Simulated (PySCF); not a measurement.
# Geometry relaxation, with input and output: C4H8Si

- system: C4H8Si, SMILES CC#CC[SiH3]
- method: PBE0-D3(BJ)/def2-SVP geometry optimisation, gas phase (PySCF 2.14.0)

It belongs to a series of runs on one base structure; here: H on C replaced by CH2SiH3.

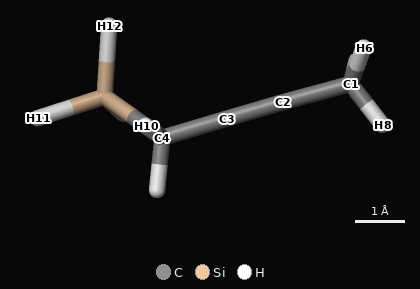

Figure 1. The input geometry (stick view, seen at a tilt; atoms are numbered from 1 in the order of the input). Bond lengths as drawn: C–C 1.21 to 1.46 Å, C–H 1.07 to 1.11 Å, C–Si 1.93 Å and H–Si 1.46 to 1.48 Å.

**Input file**
```
{"job": {"xc": "PBE0", "basis": "def2-SVP", "d3": "d3bj", "grid": 1, "shake": 0.01, "kind": "geom"}, "charge": 0, "multiplicity": 1}
C      2.739340     0.568640    -0.216270
C      1.401810     0.050980     0.075750
C      0.309300    -0.405250     0.324400
C     -0.944190    -0.940120     0.626660
Si    -2.372740     0.162620    -0.070130
H      3.135610     1.071660     0.664950
H      2.658630     1.334690    -1.015570
H      3.402800    -0.199240    -0.547340
H     -1.053050    -1.940080     0.220870
H     -1.083470    -1.046480     1.723930
H     -3.664520    -0.448620     0.291860
H     -2.264140     1.497410     0.554180
H     -2.259560     0.276910    -1.522210
```

The first line tells a small driver script what to run in PySCF; the rest is the geometry in Å.

Launched with:
```bash
OMP_NUM_THREADS=1 python <driver script> task.json out
```

**The program's output**
```
step   0  E = -446.14610129  max force = 0.043328
step   1  E = -446.15085237  max force = 0.009132
step   2  E = -446.15113602  max force = 0.003011
step   3  E = -446.15116297  max force = 0.000595
step   4  E = -446.15116679  max force = 0.000250
optimisation converged
```

**Trajectory as extended XYZ (Å, eV, eV/Å), 5 frames, from step=0 to step=4**
```
13
Properties=species:S:1:pos:R:3:forces:R:3 step=0 energy=-12140.25378
C     2.7393    0.5686   -0.2163   -1.5624   1.0666  -0.1442
C     1.4018    0.0510    0.0757    0.6410   0.0894  -0.1571
C     0.3093   -0.4052    0.3244    1.7437   0.6176  -0.2979
C    -0.9442   -0.9401    0.6267   -2.2280  -0.0099   0.6716
Si   -2.3727    0.1626   -0.0701    0.6551  -0.4533   0.7296
H     3.1356    1.0717    0.6650    0.3359   0.0856   0.2936
H     2.6586    1.3347   -1.0156    0.1842  -0.1852   0.1399
H     3.4028   -0.1992   -0.5473    0.7920  -0.8463  -0.2792
H    -1.0531   -1.9401    0.2209   -0.1372  -0.6311  -0.3014
H    -1.0835   -1.0465    1.7239   -0.0679   0.0909  -0.1934
H    -3.6645   -0.4486    0.2919   -0.3868  -0.1382   0.0562
H    -2.2641    1.4974    0.5542   -0.0213   0.2802   0.0775
H    -2.2596    0.2769   -1.5222    0.0518   0.0338  -0.5953
13
Properties=species:S:1:pos:R:3:forces:R:3 step=1 energy=-12140.38307
C     2.7643    0.6997   -0.2265    0.3104  -0.2440  -0.0609
C     1.4876    0.1039    0.1191    0.0182   0.0490   0.0235
C     0.4272   -0.3971    0.4236   -0.4696  -0.2009   0.0735
C    -0.8790   -0.9588    0.7676    0.3696   0.1227  -0.0574
Si   -2.2900    0.2288    0.3122    0.0030  -0.0565  -0.2429
H     3.2132    1.2121    0.6398   -0.0092  -0.0046  -0.0191
H     2.6589    1.4360   -1.0352   -0.0068   0.0693  -0.0616
H     3.4855   -0.0724   -0.5691   -0.1755   0.2127   0.0905
H    -1.0319   -1.9277    0.2590   -0.0527   0.0751  -0.0281
H    -0.9274   -1.1699    1.8459   -0.0278  -0.0194   0.1466
H    -3.6120   -0.3614    0.6943    0.0353  -0.0118   0.0213
H    -2.1286    1.5433    1.0000    0.0386  -0.0258   0.0251
H    -2.2677    0.4370   -1.1713   -0.0336   0.0341   0.0894
13
Properties=species:S:1:pos:R:3:forces:R:3 step=2 energy=-12140.39079
C     2.7618    0.6979   -0.2282    0.0394  -0.0444  -0.0319
C     1.4824    0.1025    0.1235   -0.0078   0.0218   0.0190
C     0.4211   -0.3998    0.4295   -0.0721  -0.0483  -0.0054
C    -0.8778   -0.9584    0.7731    0.1548   0.0192   0.0521
Si   -2.2825    0.2261    0.3013   -0.0209  -0.0031  -0.0585
H     3.2114    1.2134    0.6351   -0.0087   0.0073   0.0011
H     2.6542    1.4349   -1.0398   -0.0072   0.0024   0.0100
H     3.4796   -0.0675   -0.5675   -0.0283   0.0228   0.0117
H    -1.0373   -1.9227    0.2605   -0.0246   0.0032  -0.0160
H    -0.9347   -1.1684    1.8560   -0.0293   0.0134  -0.0155
H    -3.6004   -0.3668    0.6887    0.0008  -0.0071   0.0084
H    -2.1103    1.5318    1.0025    0.0086   0.0021   0.0120
H    -2.2678    0.4505   -1.1752   -0.0047   0.0106   0.0131
13
Properties=species:S:1:pos:R:3:forces:R:3 step=3 energy=-12140.39152
C     2.7601    0.6966   -0.2296   -0.0071   0.0048  -0.0048
C     1.4818    0.1015    0.1264   -0.0041   0.0118   0.0098
C     0.4215   -0.4023    0.4331    0.0062  -0.0166  -0.0079
C    -0.8752   -0.9587    0.7762    0.0306  -0.0045   0.0087
Si   -2.2789    0.2264    0.2976   -0.0091   0.0030   0.0038
H     3.2095    1.2154    0.6317   -0.0008   0.0043   0.0002
H     2.6483    1.4325   -1.0417   -0.0008   0.0005   0.0044
H     3.4769   -0.0677   -0.5683    0.0084  -0.0122  -0.0052
H    -1.0387   -1.9216    0.2618   -0.0096  -0.0022  -0.0019
H    -0.9406   -1.1667    1.8585   -0.0138   0.0097  -0.0061
H    -3.5961   -0.3689    0.6846   -0.0002  -0.0013   0.0004
H    -2.1046    1.5287    1.0057   -0.0020   0.0005   0.0017
H    -2.2641    0.4583   -1.1767    0.0023   0.0023  -0.0029
13
Properties=species:S:1:pos:R:3:forces:R:3 step=4 energy=-12140.39162
C     2.7598    0.6959   -0.2307   -0.0076   0.0036   0.0009
C     1.4823    0.1006    0.1281   -0.0017   0.0080   0.0045
C     0.4225   -0.4042    0.4349    0.0129  -0.0091  -0.0040
C    -0.8746   -0.9591    0.7774   -0.0027  -0.0031  -0.0059
Si   -2.2776    0.2272    0.2972   -0.0006   0.0016   0.0078
H     3.2098    1.2167    0.6292    0.0007   0.0006  -0.0005
H     2.6459    1.4311   -1.0430    0.0002  -0.0009   0.0007
H     3.4766   -0.0684   -0.5695    0.0046  -0.0059  -0.0030
H    -1.0404   -1.9217    0.2628   -0.0030  -0.0003   0.0029
H    -0.9444   -1.1656    1.8596   -0.0020   0.0052   0.0001
H    -3.5950   -0.3691    0.6822    0.0002  -0.0005  -0.0014
H    -2.1043    1.5283    1.0079   -0.0027  -0.0002   0.0001
H    -2.2607    0.4617   -1.1767    0.0018   0.0010  -0.0022
```

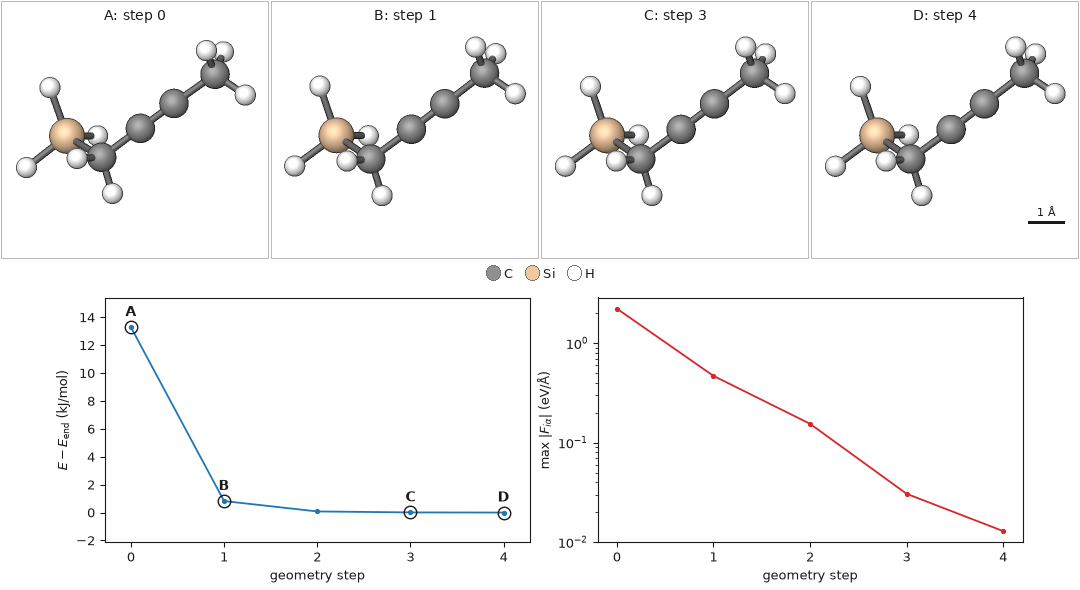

Figure 2. Frames of the relaxation (ball-and-stick view, seen at a tilt) above the curves, on which the letters mark them (steps are counted from 0).

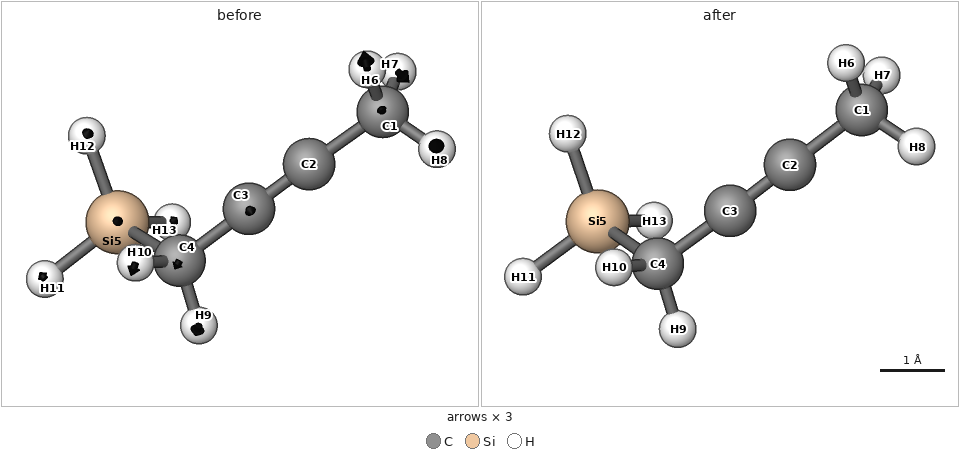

Figure 3. Before (left) and after (right) the relaxation, at one scale (ball-and-stick view, seen at a tilt). The black arrows give the displacements, magnified 3 times. Over 4 geometry steps the energy falls by 13.3 kJ/mol. The largest force component goes from 2.2 to 0.013 eV/Å. H6 moves most after the best rigid fit: 0.13 Å. Largest moves by element: H 0.13 Å, C 0.06 Å, Si 0.04 Å. Among the contacts that change: C3–C4 1.396 → 1.452 Å, C4–Si5 1.935 → 1.899 Å, C1–H8 1.067 → 1.101 Å, Si5–H13 1.461 → 1.493 Å. Among the angles that change: H6–C1–H8 110.9° → 107.6°, C2–C1–H7 108.7° → 111.4°. (Atoms are counted from 1 in the order of the input.)

**Results in brief**

| quantity | value |
| --- | --- |
| outcome | converged |
| total energy | −446.151167 hartree |
| dipole moment | 0.53 D |
| point group | C1 |
| hardware | 1 CPU thread, shared host |
| wall time | 19 s |
| peak memory | 0.46 GiB |
